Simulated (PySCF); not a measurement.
C$_{3}$H$_{2}$Cl$_{2}$O, SMILES `C=C(Cl)C(=O)Cl`.

Computed with PySCF, HF/def2-SVP, geometry: GFN2-xTB. No frequency check shows the geometry to be a minimum. GFN2-xTB bond lengths at metals and heavier atoms can be off by up to 0.1 Å and shapes distorted, which carries into these values. Without diffuse functions Rydberg states are missing, so the states' numbers hold for this basis only.

Coordinates in Å:

```
C1       1.5641   -1.5453    0.0000
C2       0.7713   -0.4747    0.0000
Cl3      1.3981    1.1248    0.0000
C4      -0.6985   -0.6479    0.0000
O5      -1.2616   -1.6961    0.0000
Cl6     -1.6036    0.8497    0.0000
H7       2.6361   -1.4618    0.0000
H8       1.1278   -2.5295    0.0000
```

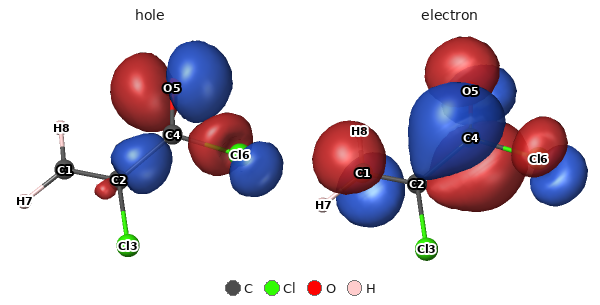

Leading natural transition orbital pair of T₂ (CIS triplet states); the surfaces enclose about 85 % of each orbital's density.

Q: Characterise the state.

A: 4.82 eV (257 nm), spin-forbidden from the singlet ground state, n → π*; the leading pair carries 99 %; hole on O5 (65 %), Cl6 (14 %) and C4 (10 %), electron on C4 (39 %), O5 (29 %) and C1 (11 %); their centroids lie 0.6 Å apart. In canonical orbitals it is mainly HOMO−3 → LUMO (40 %). The HOMO–LUMO gap is 12.22 eV.

The PySCF run took 26 s on 1 thread of Intel(R) Xeon(R) Platinum 8375C CPU @ 2.90GHz (Ice Lake), with other jobs on the host, peak memory 0.2 GiB.
